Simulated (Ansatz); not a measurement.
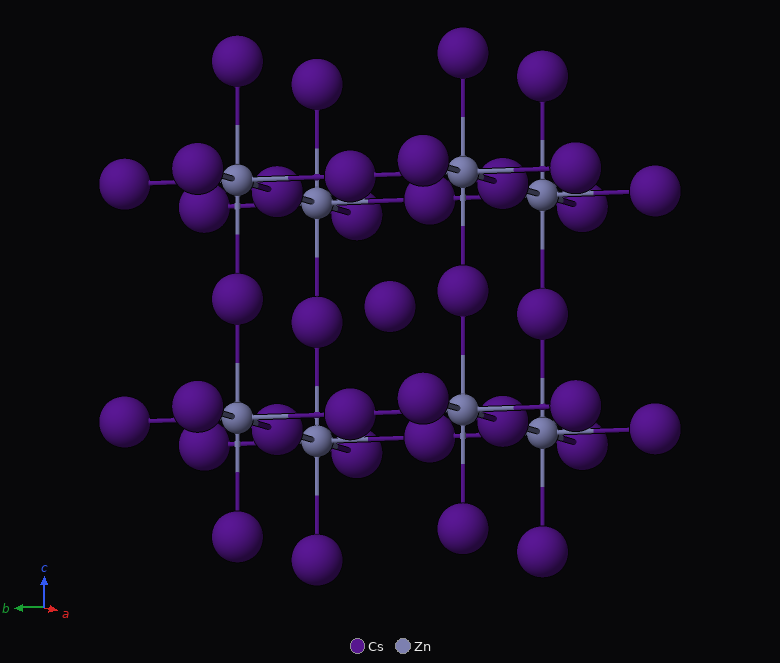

Cs4Zn (space group Pm-3m, No. 221): coordinates from a relaxation with Ansatz 0.2.0, DFT PBE, scalar-relativistic, plane waves, PAW; the starting structure was generated, so it need not be a known form of this composition.

Bonds are taken as Cs–Zn below 4.3 Å. Atoms with one bond or none are removed and atoms with two bonds are replaced by edges, until no such atom is left.

**What kind of net remains, and which atoms are its nodes?**

A uninodal 6-connected, three-periodic net: Zn is a 6-connected node. Cs(3d) becomes part of the edges. Cs(1b) drops out.

**Name the underlying net.**

It is the pcu net, known from NaCl, ReO3 and the B-X framework of perovskite.

**Is the net interpenetrated?**

It is a single net, without interpenetration.

**Give the point symbol of each node (shortest cycle at each angle).**

Zn: 4¹²·6³.

**Give the first four terms of the coordination sequence (nodes one, two, three … edges away).**

Zn: 6, 18, 38, 66.
